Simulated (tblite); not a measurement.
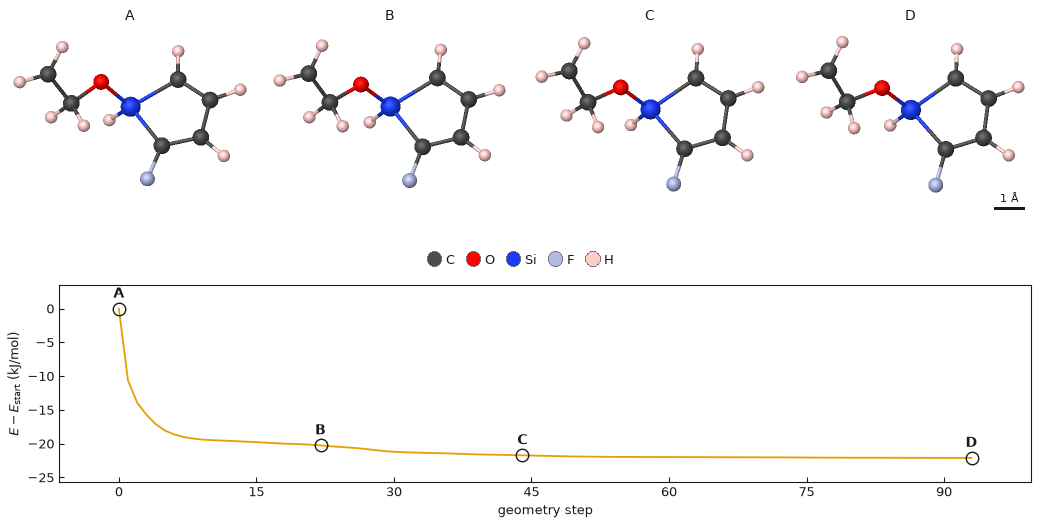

Frames of a relaxation of C6H8FOSi (multiplicity 2), marked on the history of the run. The picture is a ball-and-stick view, seen at a tilt.

All numbers below come from GFN2-xTB geometry optimisation, gas phase in tblite 0.8.0. 

Question: Describe the path.

Answer: The F atom moves most after the best rigid fit: 0.37 Å. Largest moves by element: F 0.37 Å, H 0.34 Å, O 0.22 Å, C 0.19 Å, Si 0.12 Å. Near-neighbour distances that change, for instance: C–Si 1.853 → 1.907 Å, O–Si 1.661 → 1.613 Å, H–Si 1.494 → 1.464 Å, C–C 1.491 → 1.467 Å. Among the angles between lasting bonds that change: C–O–Si 118.0° → 129.6°, Si–C–H 122.1° → 128.2°, C–C–H 127.3° → 122.0°. Groups turn about C–C by about 20°. After 93 geometry steps the energy has fallen by 22.1 kJ/mol. From step 0 to 22: an H atom moves most (0.12 Å), energy −20.2 kJ/mol. From step 22 to 44: the F atom moves most (0.20 Å), energy −1.47 kJ/mol. From step 44 to 93: an H atom moves most (0.14 Å), energy −0.39 kJ/mol.
